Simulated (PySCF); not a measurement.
# C2H6FGa (SMILES [CH3][Ga]([CH3])[F]) at 3 levels

Wanted: a comparison of 3 runs (HF/def2-SVP, PBE0/def2-SVP, BLYP/cc-pVTZ) of C2H6FGa. 

Program for the calculation: PySCF 2.14.0.

1 further run of the same task is left out (set aside as unsound or not needed).

## (1) The molecule

C2H6FGa has 10 atoms, charge 0, and is taken as a singlet. As SMILES, `[CH3][Ga]([CH3])[F]`. Geometry: relaxed at PBE0-D4/def2-TZVP.

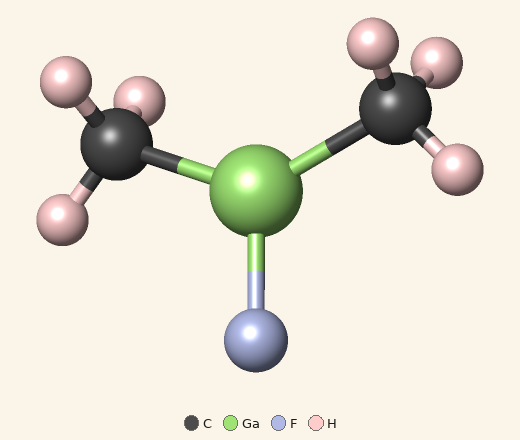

Viewed from a chosen angle; carbon dark grey, gallium green, fluorine light blue, hydrogen pink.

## (2) Energy and gradient at HF/def2-SVP (run 1)

File run.py:

```python
import pyscf.grad
from pyscf import gto

mol = gto.Mole()
mol.atom = '''
C       -0.833500       1.374900      -0.821900
Ga      -0.050600      -0.361600      -0.384900
C        0.893900      -1.067200       1.173700
F       -0.228500      -1.551800      -1.688000
H       -1.525900       1.697800      -0.041300
H       -0.051800       2.134600      -0.900700
H       -1.365500       1.320000      -1.771700
H        1.089000      -2.131900       1.045900
H        1.846600      -0.548700       1.307700
H        0.309200      -0.917000       2.084000
'''
mol.spin = 0
mol.max_memory = 1860
mol.basis = 'def2-svp'
mol.charge = 0
mol.verbose = 4
mol.build()

calc0 = mol.RHF()
calc0.conv_tol = 1e-10
calc0.kernel()
if not calc0.converged:
    calc0 = calc0.newton().run(calc0.mo_coeff, calc0.mo_occ)

energy = calc0.e_tot
print('E = %.10f Eh' % energy)
grad = calc0.Gradients().kernel()
dip = calc0.dip_moment()
pop, q = calc0.mulliken_pop()
```

The run is started by

```sh
$ OMP_NUM_THREADS=1 python run.py
```

Output:

```text
PySCF version 2.14.0

[... 66 lines left out ...]
converged SCF energy = -2101.58431642649
[... 12 lines left out ...]
Dipole moment(X, Y, Z, Debye):  0.31521,  2.04557,  2.23230
[... 115 lines left out ...]
charge of    9H =      0.05806
```

Run time: 32 s. Hardware: 1 thread of Intel Xeon at 2.50GHz (Skylake/Cascade Lake), shared host; peak memory 0.23 GiB.

## (3) Energy and gradient at PBE0/def2-SVP (run 2)

File start.xyz:

```xyz
10
C2H6FGa
C     -0.833500     1.374900    -0.821900
Ga    -0.050600    -0.361600    -0.384900
C      0.893900    -1.067200     1.173700
F     -0.228500    -1.551800    -1.688000
H     -1.525900     1.697800    -0.041300
H     -0.051800     2.134600    -0.900700
H     -1.365500     1.320000    -1.771700
H      1.089000    -2.131900     1.045900
H      1.846600    -0.548700     1.307700
H      0.309200    -0.917000     2.084000
```

File calc.py:

```python
import pyscf.grad
from pyscf import gto, dft

molecule = gto.M(
    atom='start.xyz',
    verbose=4,
    max_memory=1860,
    spin=0,
    basis='def2-svp',
)

myscf = dft.RKS(molecule)
myscf.xc = 'pbe0'
myscf.conv_tol = 1e-10
myscf.grids.level = 5
myscf.kernel()
if not myscf.converged:
    myscf = myscf.newton().run(myscf.mo_coeff, myscf.mo_occ)

energy = myscf.e_tot
print(f'total energy: {energy:.8f} hartree')
grad = myscf.Gradients().kernel()
dip = myscf.dip_moment()
pop, q = myscf.mulliken_pop()
```

The run is started by

```sh
$ OMP_NUM_THREADS=1 python calc.py
```

Output:

```text
PySCF version 2.14.0

[... 77 lines left out ...]
converged SCF energy = -2103.74187453541
total energy: -2103.74187454 hartree
[... 12 lines left out ...]
Dipole moment(X, Y, Z, Debye):  0.29582,  1.87829,  2.04404
[... 115 lines left out ...]
charge of    9H =      0.07189
```

Wall time 85 s (1 thread of Intel Xeon at 2.50GHz (Skylake/Cascade Lake), shared host); peak memory 1 GiB.

## (4) Energy and forces at BLYP/cc-pVTZ (run 3)

File calc.py:

```python
import pyscf.grad
from pyscf import gto, dft

mol = gto.Mole()
mol.atom = [
    ('C', (-0.833500, 1.374900, -0.821900)),
    ('Ga', (-0.050600, -0.361600, -0.384900)),
    ('C', (0.893900, -1.067200, 1.173700)),
    ('F', (-0.228500, -1.551800, -1.688000)),
    ('H', (-1.525900, 1.697800, -0.041300)),
    ('H', (-0.051800, 2.134600, -0.900700)),
    ('H', (-1.365500, 1.320000, -1.771700)),
    ('H', (1.089000, -2.131900, 1.045900)),
    ('H', (1.846600, -0.548700, 1.307700)),
    ('H', (0.309200, -0.917000, 2.084000)),
]
mol.max_memory = 1860
mol.charge = 0
mol.basis = 'cc-pvtz'
mol.verbose = 4
mol.build()

ks = dft.RKS(mol)
ks.xc = 'blyp'
ks.conv_tol = 1e-10
ks.grids.level = 5
ks.kernel()
if not ks.converged:
    ks = ks.newton().run(ks.mo_coeff, ks.mo_occ)

e_final = ks.e_tot
print('E(%s) = %.9f' % ('BLYP', e_final))
grad = ks.Gradients().kernel()
ks.analyze()
```

The run is started by

```sh
$ OMP_NUM_THREADS=1 python calc.py
```

Output:

```text
PySCF version 2.14.0

[... 131 lines left out ...]
MO #27  energy= -0.299681689786664 occ= 2
[... 37 lines left out ...]
MO #65  energy= 0.713073994845214  occ= 0
[... 37 lines left out ...]
MO #103 energy= 1.50943738387556   occ= 0
[... 37 lines left out ...]
MO #141 energy= 3.07766746882728   occ= 0
[... 37 lines left out ...]
MO #179 energy= 4.60879970478168   occ= 0
[... 37 lines left out ...]
MO #217 energy= 12.231865376743    occ= 0
[... 230 lines left out ...]
Dipole moment(X, Y, Z, Debye):  0.27586,  1.78235,  1.94401
```

Run time: 13 min. Hardware: 1 thread of Intel Xeon at 2.50GHz (Skylake/Cascade Lake), shared host; peak memory 1.8 GiB.

## (5) All runs side by side

| run | level | integration grid | energy (Eh) | dipole moment (D) | HOMO energy (eV) | LUMO energy (eV) | wall time |
| --- | --- | --- | --- | --- | --- | --- | --- |
| 1 | HF/def2-SVP | – | -2101.584316 | 3.04 | -11.04 | 2.33 | 32 s |
| 2 | PBE0/def2-SVP | 5 | -2103.741875 | 2.79 | -7.94 | -0.48 | 85 s |
| 3 | BLYP/cc-pVTZ | 5 | -2104.692398 | 2.65 | -6.54 | -1.34 | 13 min |

## (6) Outcome

```
                       quantity           value
            run 3: total energy  -2104.69240 Eh
           run 3: dipole moment          2.65 D
             run 3: HOMO energy        -6.54 eV
             run 3: LUMO energy        -1.34 eV
           run 3: HOMO–LUMO gap         5.19 eV
run 3: largest force on an atom      0.733 eV/Å
```

**Reading.** The dipole moment (its size) runs from 2.65 D (BLYP/cc-pVTZ) to 3.04 D (HF/def2-SVP). The two ends differ in method and basis. The HOMO–LUMO gap runs from 5.19 eV (BLYP/cc-pVTZ) to 13.37 eV (HF/def2-SVP). Totals of different functionals can't be ranked against each other. All runs together took 15 min, the longest 13 min.
